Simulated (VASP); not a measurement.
Band structure of SiC (space group F-43m). Method: PBE GGA, VASP's PBE PAW potentials (set 64) (plane waves; VASP 6.6.1).

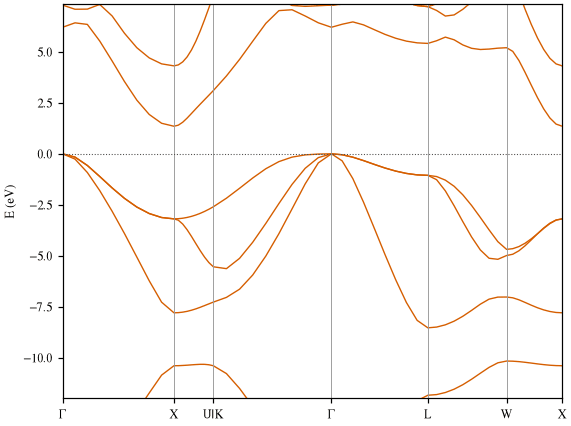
Fig. 1. Bands along high-symmetry lines, zero at the valence-band maximum or, without a gap, the Fermi level

Question: Read the plot: is there a gap, and where are the band edges?

Answer: The gap is indirect, 1.35 eV, from the valence maximum at Γ to the conduction minimum at X.

The structure is a typed SiC crystal (F-43m). The cell was not relaxed at this level.
